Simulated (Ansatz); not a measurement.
Frequency calculation of CH3F2Si

The run: frequency calculation of CH3F2Si, multiplicity 2, SMILES C[Si](F)F. Method and program: HF/3-21G, UHF (Ansatz 0.2.0).

The geometry was optimised with HF/3-21G. Figures and captions count atoms from 1; the log counts them from 0 in places.

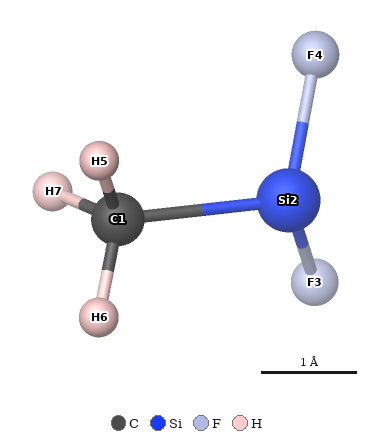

The structure as given in the input (ball-and-stick view, seen at a tilt; atoms are numbered from 1 in the order of the input). Bond lengths as drawn: C–H 1.08 to 1.09 Å, C–Si 1.89 Å and F–Si 1.63 Å.

### Summary

- outcome: converged
- total energy: −524.702277 hartree
- basis functions: 46
- largest force: 0.000 eV/Å
- ⟨S²⟩: 0.753
- zero-point energy: 0.045611 hartree
- dipole moment: 3.06 D
- wavenumbers, lowest and highest: 130 and 3277 cm⁻¹
- hardware: 1 thread of Arm Neoverse V2, 112 GiB of memory available, shared host
- wall time: 16 s
- peak memory: 0.1 GiB

### Input file
```yaml
crystal:
  periodic: [false, false, false]
  atoms:
    - {symbol: C, position_ang: [-0.290156, 0.748913, -0.219291]}
    - {symbol: Si, position_ang: [0.789994, -0.792741, -0.048028]}
    - {symbol: F, position_ang: [1.107363, -1.093113, 1.519163]}
    - {symbol: F, position_ang: [-0.025627, -2.114725, -0.531930]}
    - {symbol: H, position_ang: [-0.544873, 0.917720, -1.259515]}
    - {symbol: H, position_ang: [0.236720, 1.621922, 0.149060]}
    - {symbol: H, position_ang: [-1.212320, 0.644023, 0.344841]}
basis:
  gaussian:
    orbitals: 3-21G.json
magnetization:
  spin_polarized: true
  initial_magnetization: 1
hamiltonian:
  xc: hf
phonons:
  temperatures: {t_min: 298.15, t_max: 298.15, t_step: 1}
```

Launched with:
```bash
ansatz run in.yaml --threads 1 --pin off --max-ram 3480MiB --events-out events.jsonl --progress --plain --runs-dir runs
```

### What the program printed
```
Functional definition: HF
  name "HF"
  exchange = exact_x
  correlation = 0
554 factors; integrals over basis functions are off by at most 5.5e-4 eV
mean field evaluation 1: about -14275.4828 eV, gradient 2.4e1 eV
mean field evaluation 2: about -14275.4848 eV, gradient 2.4e1 eV
mean field evaluation 4: about -14277.8258 eV, gradient 1.7e0 eV
mean field evaluation 8: about -14277.8758 eV, gradient 5.0e-4 eV
mean field -14277.87633512 eV, -524.7022774234 hartree, gradient 2.6e-5 eV, S^2 0.752938; 0 other end points of the search recorded, 0 dependent functions left out
the calculation of the forces begins
reference -14277.87633512 eV, -524.7022774234 hartree; 21, 20 occupied and 25, 26 virtual orbitals, 554 factors
these checks for a lower state are left out or cut short: stability, starts, cluster_reference, orbital_swaps, neighbouring_geometries, increment
554 factors; integrals over basis functions are off by at most 5.5e-4 eV
mean field evaluation 16: about -14277.8762 eV, gradient 5.7e-5 eV
mean field -14277.87617646 eV, -524.7022715927 hartree, gradient 1.1e-6 eV, S^2 0.752921; 0 other end points of the search recorded, 0 dependent functions left out
[... from here on the field's lines of each further geometry are left out, up to the last ...]
the calculation of the forces begins
reference -14277.87629255 eV, -524.7022758590 hartree; 21, 20 occupied and 25, 26 virtual orbitals, 554 factors
these checks for a lower state are left out or cut short: stability, starts, cluster_reference, orbital_swaps, neighbouring_geometries, increment
554 factors; integrals over basis functions are off by at most 5.5e-4 eV
mean field -14277.87629307 eV, -524.7022758783 hartree, gradient 1.1e-6 eV, S^2 0.752936; 0 other end points of the search recorded, 0 dependent functions left out
the calculation of the forces begins
reference -14277.87629307 eV, -524.7022758783 hartree; 21, 20 occupied and 25, 26 virtual orbitals, 554 factors
Total energy: -14277.87633512 eV, -524.7022774234 hartree
Atom 0 at    -0.290156     0.748913    -0.219291 Å, force     0.000111    -0.000229     0.000064 eV/Å
Atom 1 at     0.789994    -0.792741    -0.048028 Å, force    -0.000145     0.000175    -0.000259 eV/Å
Atom 2 at     1.107363    -1.093113     1.519163 Å, force     0.000194     0.000071     0.000256 eV/Å
Atom 3 at    -0.025627    -2.114725    -0.531930 Å, force    -0.000149    -0.000200    -0.000020 eV/Å
Atom 4 at    -0.544873     0.917720    -1.259515 Å, force     0.000055     0.000122    -0.000070 eV/Å
Atom 5 at     0.236720     1.621922     0.149060 Å, force    -0.000019     0.000098     0.000139 eV/Å
Atom 6 at    -1.212320     0.644023     0.344841 Å, force    -0.000048    -0.000037    -0.000111 eV/Å
Dipole moment:     0.080989     0.547067    -0.317217 e Å
Vibrations: 129.59 217.28 291.91 353.72 714.00 907.14 918.57 983.17 1038.22 1485.78 1621.08 1624.66 3192.38 3265.88 3277.42 cm⁻¹, zero-point energy 1.241131 eV
```

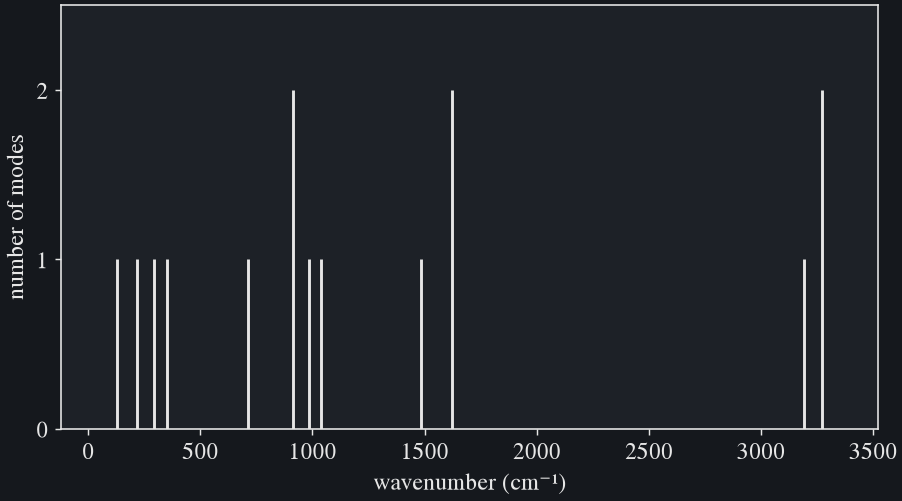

Harmonic vibrational wavenumbers from the force constants; neighbouring modes closer than 14 cm⁻¹ are counted in one stick. 15 modes from 130 to 3277 cm⁻¹, none imaginary.

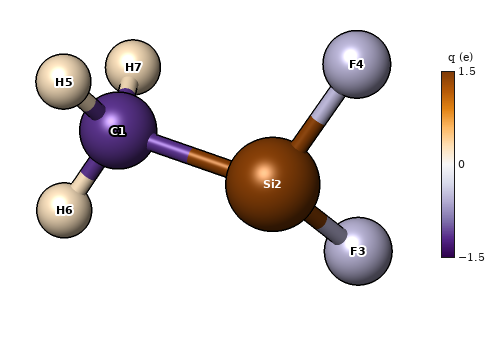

Mulliken charges, as the colour of each atom (ball-and-stick view, seen at a tilt; atoms are numbered from 1 in the order of the input; Mulliken charges depend strongly on the basis). By element: C −1.14, Si +1.44, F −0.53 and H +0.25 to +0.26 e.
